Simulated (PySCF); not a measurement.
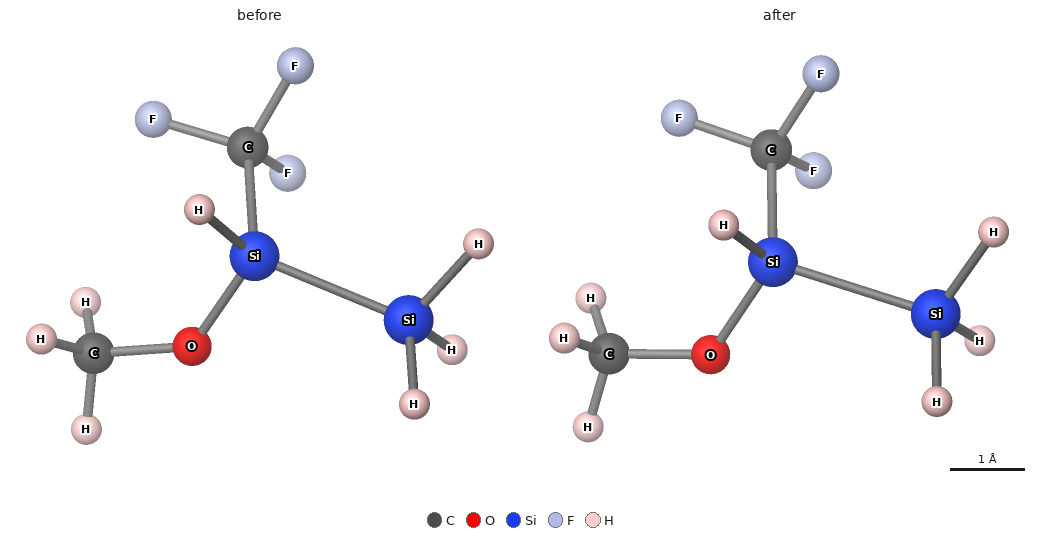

The structure of C2H7F3OSi2 before (left) and after (right) a relaxation, at one scale.

Style: ball-and-stick. Shown at a tilt.

The start comes from GFN2-xTB. Its atoms were then displaced at random by about 0.01 Å.

The calculation used PBE0-D3(BJ)/def2-SVP geometry optimisation, gas phase (PySCF 2.14.0, density-fitted response routines). 

> What changed between the two?

Over 7 geometry steps the energy falls by 0.279 eV. An H atom moves most after the best rigid fit: 0.25 Å. Largest moves by element: H 0.25 Å, O 0.23 Å, Si 0.17 Å, F 0.15 Å, C 0.08 Å. Among the contacts that change: Si–Si 2.263 → 2.336 Å, H–Si 1.445 → 1.493 Å, O–Si 1.618 → 1.658 Å, C–H 1.073 → 1.103 Å. Among the angles between lasting bonds that change: Si–Si–H 125.9° → 114.4°, C–O–Si 132.7° → 125.2°, O–Si–Si 102.3° → 107.9°. The run took 75 s on 1 thread of Arm Neoverse V2, on a shared host.
